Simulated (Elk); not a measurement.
# CoNiPd2: is a spiral lower than the collinear state?, part 2 of 2

Wanted: E(q) for CoNiPd2 and its minimum.

Elk 11.2.3 (patched build); LDA (Perdew-Wang); all-electron APW+lo, Dirac cores, scalar-relativistic bands.

So far. Step 2 (Reference state): After 29 cycles the largest moment stands at 1.98 μB.

The structure was built from a prototype and need not be the compound's stable phase.

### 3. One pass at q = (0, 0.25, 0)

One diagonalisation in the potential of q = 0; by the force theorem the spiral's energy is the band energy with the smearing's entropy term, less that of a like pass at q = 0. The total energy that such a pass prints is not self-consistent and is not used.

The input, elk.in:

```
tasks
  1

xctype
  3

rgkmax
  7.0

nempty
  14

swidth
  0.002

reducebf
  0.5

epsengy
  1e-06

maxscl
  1

lmaxi
  3

spinsprl
  .true.

spinpol
  .true.

vqlss
  0.000000 0.250000 0.000000

sppath
  './'

avec
  7.29788796727 0.00000000000 0.00000000000
  0.00000000000 7.29788796727 0.00000000000
  0.00000000000 0.00000000000 6.88496391177

atoms
  3
  'Co.in'
  1
  0.0000000000 0.0000000000 0.0000000000   -0.000060 0.000000 0.000000
  'Ni.in'
  1
  0.5000000000 0.5000000000 0.0000000000   -0.000030 0.000000 0.000000
  'Pd.in'
  2
  0.5000000000 0.0000000000 0.5000000000   0.000000 0.000000 0.000000
  0.0000000000 0.5000000000 0.5000000000   0.000000 0.000000 0.000000

ngridk
  8 8 8
```

Launch:

```sh
$ OMP_NUM_THREADS=4 elk
```

Numbers of over 12 decimals in the logs are rounded to 6 here.

Output:

```text
Warning(gndstate): core states of species 1 leak from the muffin-tin :   0.4909244537E-03
Warning(gndstate): core states of species 2 leak from the muffin-tin :   0.2861837856E-03

--- INFO.OUT ---
┌─────────────────────────┐
│ Elk code version 11.2.3 │
└─────────────────────────┘

All units are atomic (Hartree, Bohr, etc.)

┌──────────────────────────────────────────┐
│ Ground-state run resuming from STATE.OUT │
└──────────────────────────────────────────┘

Lattice vectors :
   7.297887967       0.000000000       0.000000000
   0.000000000       7.297887967       0.000000000
   0.000000000       0.000000000       6.884963912

Species : 1 (Co)
 muffin-tin radius :    2.400000000
 atomic positions (lattice), magnetic fields (Cartesian) :
  1 :   0.00000000  0.00000000  0.00000000    0.00000000  0.00000000  0.00000000

Species : 2 (Ni)
 muffin-tin radius :    2.400000000
 atomic positions (lattice), magnetic fields (Cartesian) :
  1 :   0.50000000  0.50000000  0.00000000    0.00000000  0.00000000  0.00000000

Species : 3 (Pd)
 muffin-tin radius :    2.555193035
 atomic positions (lattice), magnetic fields (Cartesian) :
  1 :   0.50000000  0.00000000  0.50000000    0.00000000  0.00000000  0.00000000
  2 :   0.00000000  0.50000000  0.50000000    0.00000000  0.00000000  0.00000000

Total number of atoms per unit cell :    4
Total muffin-tin volume :    255.5738786
 ratio of muffin-tin to unit cell volume :   0.6969801531

Spin treatment :
 spin-polarised
 global magnetic field (Cartesian) :    0.000000000       0.000000000       0.000000000
 non-collinear magnetisation
 spin-spiral state assumed
  q-vector (lattice)   :    0.000000000      0.2500000000       0.000000000
  q-vector (Cartesian) :    0.000000000      0.2152398521       0.000000000
  q-vector length      :   0.2152398521

Number of Bravais lattice symmetries :    4
Number of crystal symmetries         :    4
Crystal has no inversion symmetry
Complex Hermitian eigensolver will be used

k-point grid :      8     8     8
k-point offset :    0.000000000       0.000000000       0.000000000
k-point set is reduced with full crystal symmetry group
Total number of k-points :      200

Muffin-tin radius times maximum |G+k| :    7.000000000
 using average radius
Maximum |G+k| for APW functions       :    2.825318792
Maximum (1/2)|G+k|²                   :    3.991213138
Maximum |G| for potential and density :    12.00000000
Constant for pseudocharge density :    8
 order of it for each species :   15  15  15
 order of it for pair densities of each species (exact exchange by exxq0 0: 15) :    9   9  10
Radial integration step length :    1

G-vector grid sizes :     28    28    27
Number of G-vectors :    10667

Maximum angular momentum used for
 APW functions            :    8
 outer part of muffin-tin :    6

Number of empty states         :     56
Total number of valence states :    180
Total number of core states    :     80

Third-order local-orbitals added for an l without core states : T
Total number of local-orbitals :     80

Exchange-correlation functional :      3     0     0
 Perdew-Wang/Ceperley-Alder, Phys. Rev. B 45, 13244 (1992)
 gradient requirement :    0
 local density approximation (LDA)

Smearing type :    3
 Fermi-Dirac
Smearing width :   0.2000000000E-02
Effective electronic temperature (K) :    631.5500496

Mixing type :    3
 Broyden mixing, J. Phys. A: Math. Gen. 17, L317 (1984)

Potential read in from STATE.OUT

┌──────────────────────────────┐
│ Self-consistent loop started │
└──────────────────────────────┘

┌─────────────────┐
│ Loop number : 1 │
└─────────────────┘

Reached self-consistent loops maximum

Energies :
 Fermi                       :     0.256494
 sum of occupied eigenvalues :     -7705.5517214958
 electron kinetic            :      13480.542337456
 core electron kinetic       :      12838.492103956
 Coulomb                     :     -26077.535502644
 Coulomb potential           :     -20659.520139873
 nuclear-nuclear             :     -1786.5284732128
 electron-nuclear            :     -27986.102585757
 Hartree                     :      3695.0955563252
 Madelung                    :     -15747.775432708
 xc potential                :     -526.48255422021
 xc effective B-field        :    -0.92657748854230E-01
 external B-field            :      0.000000
 exchange                    :     -383.66955128825
 correlation                 :     -13.509529165100
 electron entropic           :    -0.26930708727343E-02
 total energy                :     -12994.174938712
 (external B-field energy excluded from total)

Density of states at Fermi energy :    207.3465735
 (states/Hartree/unit cell)

Estimated indirect band gap :   0.5166298243E-04
 from k-point 170 to k-point 113
Estimated direct band gap   :   0.9876523872E-03
 at k-point 131

Charges :
 core                        :    80.00000000
 valence                     :    67.00000000
 interstitial                :    3.546596673
 muffin-tins (core leakage)
  species : 1 (Co)
   atom 1                    :    25.98705477     (  0.4909244537E-03)
  species : 2 (Ni)
   atom 1                    :    27.25247391     (  0.2861837856E-03)
  species : 3 (Pd)
   atom 1                    :    45.10523740     ( -0.1104475611E-04)
   atom 2                    :    45.10863725     ( -0.1104475611E-04)
 total in muffin-tins        :    143.4534033
 total calculated charge     :    146.9974297
 total charge                :    147.0000000
 error                       :   0.2570285975E-02

Moments :
 interstitial                :  -0.6429983386E-01 -0.6960972782E-05 -0.1017406717E-07
 muffin-tins
  species : 1 (Co)
   atom 1                    :    2.047556160      0.7685303707E-04  0.4098776660E-05
  species : 2 (Ni)
   atom 1                    :   0.7232844388      0.1729092453E-04 -0.1823961144E-05
  species : 3 (Pd)
   atom 1                    :   0.2777724481     -0.8782739373E-06  0.3376254472E-05
   atom 2                    :   0.2635053253      0.5822437596E-05  0.4920103131E-05
 total in muffin-tins        :    3.312118372      0.9908812526E-04  0.1057117312E-04
 total moment                :    3.247818538      0.9212715248E-04  0.1056099905E-04

┌──────────────────────────────┐
│ Self-consistent loop stopped │
└──────────────────────────────┘

Warning : core states of species 1 leak from the muffin-tin :   0.4909244537E-03

Warning : core states of species 2 leak from the muffin-tin :   0.2861837856E-03
```

Wall time 51 s (4 threads of Arm Neoverse V1, shared host); peak memory 0.53 GiB.

Read from the output:

```yaml
magnetization: 3.248, 0, 0 μB
final_state: spiral
largest_moment: 2.048 μB
```

Moments of a spiral are printed for the first cell, in the frame that turns with it; over the crystal the turning parts cancel.

By that sum this spiral lies +35.8 meV a seeded atom from q = 0.

### 4. One pass at q = (0, 0.5, 0)

elk.in: that of step 3 with these lines changed.

```diff
@@ -34,3 +34,3 @@
 vqlss
-  0.000000 0.250000 0.000000
+  0.000000 0.500000 0.000000
```

Launch:

```sh
$ OMP_NUM_THREADS=4 elk
```

Output:

```text
Warning(gndstate): core states of species 1 leak from the muffin-tin :   0.4909244537E-03
Warning(gndstate): core states of species 2 leak from the muffin-tin :   0.2861837856E-03

--- INFO.OUT ---
┌─────────────────────────┐
│ Elk code version 11.2.3 │
└─────────────────────────┘

All units are atomic (Hartree, Bohr, etc.)

┌──────────────────────────────────────────┐
│ Ground-state run resuming from STATE.OUT │
└──────────────────────────────────────────┘

Lattice vectors :
   7.297887967       0.000000000       0.000000000
[...]
species : 3 (Pd)
   atom 1                    :   0.1889745177     -0.1893804738E-04  0.3960712781E-05
   atom 2                    :   0.1225523407     -0.1255770360E-04  0.3916060518E-05
 total in muffin-tins        :    3.007123905      0.6961118355E-04  0.8821626006E-05
 total moment                :    2.961244720      0.5996092799E-04  0.8663954842E-05

┌──────────────────────────────┐
│ Self-consistent loop stopped │
└──────────────────────────────┘

Warning : core states of species 1 leak from the muffin-tin :   0.4909244537E-03

Warning : core states of species 2 leak from the muffin-tin :   0.2861837856E-03

[key lines of the parts left out:]
total energy                :     -12994.162499306
```

Run time: 50 s. Hardware: 4 threads; peak memory 0.54 GiB; 3.3 min of CPU time.

This step gave:

* magnetization: 2.961, 0, 0 μB
* final state: spiral
* largest moment: 2.168 μB

By that sum this spiral lies +82.0 meV a seeded atom from q = 0.

### 5. An attempt with other settings

An input with a fault is tried, to see how the program answers.

The input, elk.in:

```
tasks
  0

xctype
  3

rgkmax
  4.0

nempty
  14

swidth
  0.002

reducebf
  0.5

epsengy
  1e-06

maxscl
  50

lmaxi
  3

spinsprl
  .true.

spinpol
  .true.

vqlss
  0.500000 0.500000 0.000000

sppath
  './'

avec
  7.29788796727 0.00000000000 0.00000000000
  0.00000000000 7.29788796727 0.00000000000
  0.00000000000 0.00000000000 6.88496391177

atoms
  3
  'Co.in'
  1
  0.0000000000 0.0000000000 0.0000000000   -0.060000 0.000000 0.000000
  'Ni.in'
  1
  0.5000000000 0.5000000000 0.0000000000   -0.030000 0.000000 0.000000
  'Pd.in'
  2
  0.5000000000 0.0000000000 0.5000000000   0.000000 0.000000 0.000000
  0.0000000000 0.5000000000 0.5000000000   0.000000 0.000000 0.000000

ngridk
  8 8 8
```

Launch:

```sh
$ OMP_NUM_THREADS=4 elk
```

Output:

```text
┌─────────────────────────┐
│ Elk code version 11.2.3 │
└─────────────────────────┘

All units are atomic (Hartree, Bohr, etc.)

┌─────────────────────────────────────────────────┐
│ Ground-state run starting from atomic densities │
└─────────────────────────────────────────────────┘

Lattice vectors :
   7.297887967       0.000000000       0.000000000
   0.000000000       7.297887967       0.000000000
   0.000000000       0.000000000       6.884963912

Species : 1 (Co)
 muffin-tin radius :    2.400000000
 atomic positions (lattice), magnetic fields (Cartesian) :
  1 :   0.00000000  0.00000000  0.00000000   -0.06000000  0.00000000  0.00000000

Species : 2 (Ni)
 muffin-tin radius :    2.400000000
 atomic positions (lattice), magnetic fields (Cartesian) :
  1 :   0.50000000  0.50000000  0.00000000   -0.03000000  0.00000000  0.00000000

Species : 3 (Pd)
 muffin-tin radius :    2.555193035
 atomic positions (lattice), magnetic fields (Cartesian) :
  1 :   0.50000000  0.00000000  0.50000000    0.00000000  0.00000000  0.00000000
  2 :   0.00000000  0.50000000  0.50000000    0.00000000  0.00000000  0.00000000

Total number of atoms per unit cell :    4
Total muffin-tin volume :    255.5738786
 ratio of muffin-tin to unit cell volume :   0.6969801531

Spin treatment :
 spin-polarised
 global magnetic field (Cartesian) :    0.000000000       0.000000000       0.000000000
 non-collinear magnetisation
 spin-spiral state assumed
  q-vector (lattice)   :   0.5000000000      0.5000000000       0.000000000
  q-vector (Cartesian) :   0.4304797042      0.4304797042       0.000000000
  q-vector length      :   0.6087902360

Number of Bravais lattice symmetries :    4
Number of crystal symmetries         :    4
Crystal has no inversion symmetry
Complex Hermitian eigensolver will be used

k-point grid :      8     8     8
k-point offset :    0.000000000       0.000000000       0.000000000
k-point set is reduced with full crystal symmetry group
Total number of k-points :      180

Muffin-tin radius times maximum |G+k| :    4.000000000
 using average radius
Maximum |G+k| for APW functions       :    1.614467881
Maximum (1/2)|G+k|²                   :    1.303253270
Maximum |G| for potential and density :    12.00000000
Constant for pseudocharge density :    8
 order of it for each species :   15  15  15
 order of it for pair densities of each species (exact exchange by exxq0 0: 15) :    3   3   3
Radial integration step length :    1

G-vector grid sizes :     28    28    27
Number of G-vectors :    10667

Maximum angular momentum used for
 APW functions            :    8
 outer part of muffin-tin :    6

Number of empty states         :     56
Total number of valence states :    180
Total number of core states    :     80

Third-order local-orbitals added for an l without core states : T
Total number of local-orbitals :     80

Exchange-correlation functional :      3     0     0
 Perdew-Wang/Ceperley-Alder, Phys. Rev. B 45, 13244 (1992)
 gradient requirement :    0
 local density approximation (LDA)

Smearing type :    3
 Fermi-Dirac
Smearing width :   0.2000000000E-02
Effective electronic temperature (K) :    631.5500496

Mixing type :    3
 Broyden mixing, J. Phys. A: Math. Gen. 17, L317 (1984)

Kohn-Sham potential initialised from atomic data

┌──────────────────────────────┐
│ Self-consistent loop started │
└──────────────────────────────┘

[... earlier loops left out ...]

┌─────────────────┐
│ Loop number : 7 │
└─────────────────┘

[key lines of the parts left out:]
total energy                :     -12995.918504568
```

Run time: 5 min. Hardware: 4 threads; peak memory 0.45 GiB.

The run was cut off at its time limit.

The fault put into the input: a cutoff far too low.

So small a basis of waves describes the states badly; the cutoff must rise until moments and differences stand still.

### 6. The whole path

Wavevectors, in fractions of the reciprocal vectors: (0, 0, 0); (0, 0.25, 0); (0, 0.5, 0); (0.25, 0.5, 0); (0.5, 0.5, 0); (0.25, 0.25, 0); (0, 0, 0); (0, 0, 0.25); (0, 0, 0.5). The path runs through Γ, X, M, Γ, Z.

Energy less that at q = 0, frozen potential against path:

| path (Å⁻¹) | energy less that at q = 0, frozen potential (meV a seeded atom) |
| --- | --- |
| 0.00 | 0 |
| 0.41 | 35.8 |
| 0.81 | 82.0 |
| 1.22 | 86.4 |
| 1.63 | 88.7 |
| 2.20 | 52.3 |
| 2.78 | 0 |
| 3.21 | 33.2 |
| 3.64 | 59.6 |

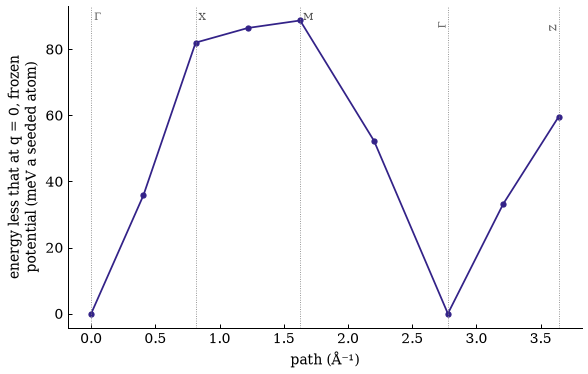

Energy less that at q = 0, frozen potential, plotted against path.

### 7. What came out

```yaml
lowest_point: (0, 0, 0), 0 meV a seeded atom (frozen potential)
highest_point: (0.5, 0.5, 0), 88.7 meV a seeded atom
```

**Reading.** No spiral on the path lies under the state at q = 0; the dearest costs 88.7 meV a seeded atom. The force theorem is exact for small turns only; a flat spiral at large q turns neighbours far. The mesh is the same for all points and was not tested: differences of a few meV, and of some ten in a metal, can be noise.

[Logs and program files are shortened in this print: banners, set-up blocks, solver, clock and traceback lines can be left out without a mark of their own.]

[Logs are printed without paths, hosts, clocks, repeated set-up lines and the standing remarks that a program may print on its own settings, such as how far it seeks lower states.]

[Hosts, paths, dates, database ids (printed as entryN), source tags and the programs' standing remarks are cut or masked in the printed files.]

[Where a cell is said to come from a database of computed structures, the database is the Materials Project.]
